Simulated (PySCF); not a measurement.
```
atom    x (Å)    y (Å)    z (Å)
   C  -1.0135   1.3751   0.2853
   C  -0.3307   0.0289   0.4409
   C  -1.3112  -1.1208   0.5711
   O   0.4873  -0.2046  -0.6962
  Si   2.1474  -0.2461  -0.6231
   H  -1.6610   1.5941   1.1478
   H  -1.6298   1.3780  -0.6269
   H  -0.2687   2.1798   0.1973
   H   0.2964   0.0581   1.3566
   H  -0.7747  -2.0748   0.6797
   H  -1.9662  -0.9866   1.4450
   H  -1.9377  -1.1818  -0.3321
   H   2.6189  -1.3219   0.3065
   H   2.6310  -0.5178  -2.0036
   H   2.7037   1.0563  -0.1345
```

Geometry: PBE0-D3(BJ)/def2-SVP.

Method: PBE0/pcSseg-1, SCF density, gas phase, non-relativistic in PySCF.

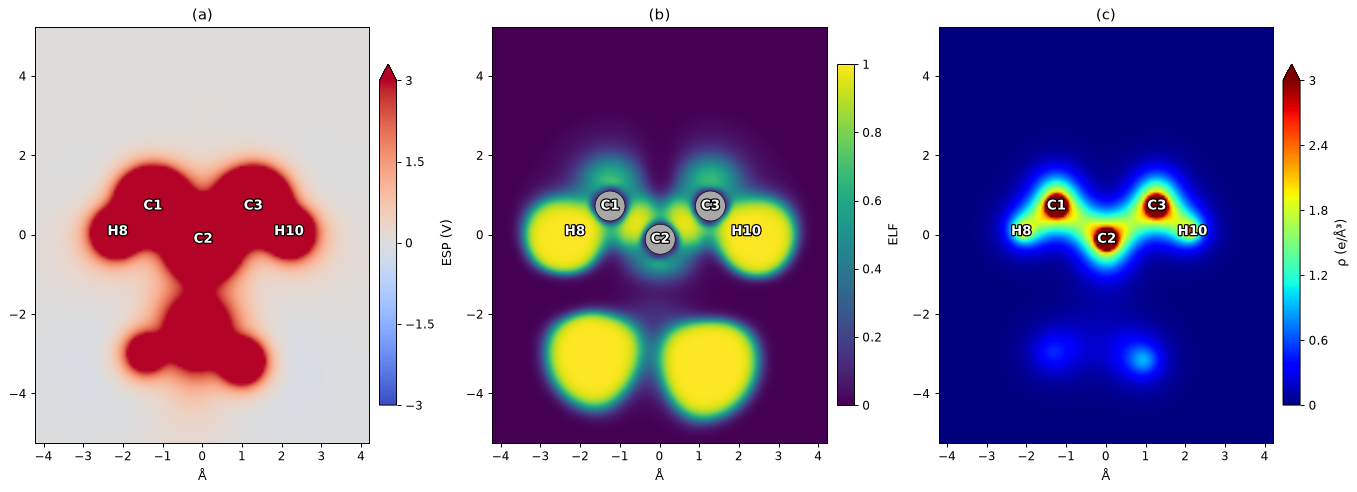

C3H10OSi (SMILES CC(C)O[SiH3]). (a) electrostatic potential; (b) ELF; (c) total electron density on the plane of atoms C2, C3 and H10. Grey discs cover the atomic cores in the ELF map.

Question: What do the fields say about this system?

Answer: The plane passes through C and H nuclei.
C–C (1.52 Å): ρ at the midpoint is about 1.7 e/Å³; the ELF peaks at about 0.95 between the atoms: a shared electron pair.
C–H (1.10 Å): ρ is about 1.9 e/Å³ halfway; the ELF climbs to about 1 towards the hydrogen, as it does in any bond to H (a covalent bond by its length).
The potential has no marked negative region in this plane.
